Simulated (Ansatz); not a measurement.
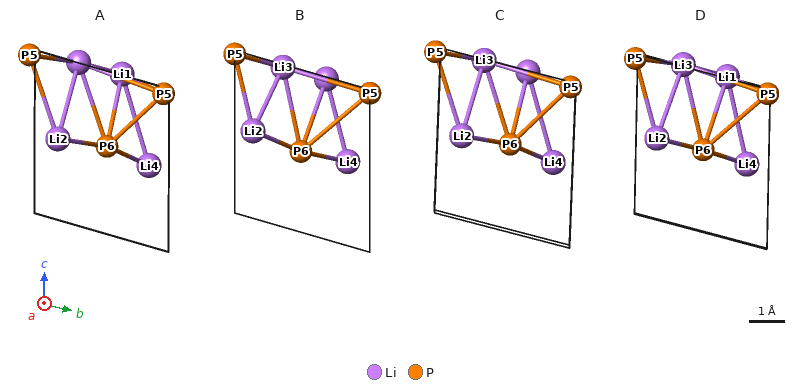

4 geometries from one relaxation of solid Li2P (built on the marcasite_58 type) (coarse preliminary run), in shuffled order. The picture is a ball-and-stick view of the cell of the calculation, seen along the a axis.

Method: Ansatz, DFT PBE, scalar-relativistic, plane waves, PAW. Set-up: plane-wave cutoff 420 eV; k-point mesh 6 × 6 × 6; occupations gaussian; smearing width 0.1 eV; no spin polarisation; cell and atoms relaxed; force threshold 0.015 eV/Å; at most 120 steps.

Question: Order the frames from highest to lowest energy.

Answer: B, D, C, A. They are steps 0, 1, 2, 8, at +74.2 meV per atom, +19.9 meV per atom, +15.8 meV per atom relative to the last. The energy falls by 74.2 meV per atom in 6 accepted moves (8 points after the start). The largest force component goes from 1.2 to 0.013 eV/Å. Pressure: 1.40 GPa at the start and 0.06 GPa at the end. The line search rejected the trial step at point 4 of the run. The SCF was repeated once at an unchanged geometry on a basis and grid sized afresh for the cell, which shifted the energy by less than 0.05 meV per atom at most. The atom that moves furthest relative to the cell is Li2 (0.30 Å along [1 1 −1]). By element the largest moves are Li 0.30 Å, P 0.24 Å. The volume changes by +1.3 %, with a 4.363 → 4.443 Å (+1.8 %), b 4.472 → 4.457 Å (−0.3 %), c 4.813 → 4.834 Å (+0.4 %), α 100.5° → 100.0°, β 100.0° → 100.5°, γ 113.4° → 114.1°. Near-neighbour distances that change, for instance: Li2–Li3 3.066 → 2.707 Å, Li2–Li3 (another image) 2.478 → 2.830 Å, P5–P6 2.695 → 2.374 Å, Li1–Li4 2.545 → 2.848 Å. Within 0.06 Å the space group is P1 at the start and C2/m at the end; at a tighter tolerance small leftover displacements or strains of the cell lower it. Cost: 77 s on 1 thread of Intel(R) Xeon(R) 6975P-C (Granite Rapids) (shared host), peak memory 0.47 GiB.
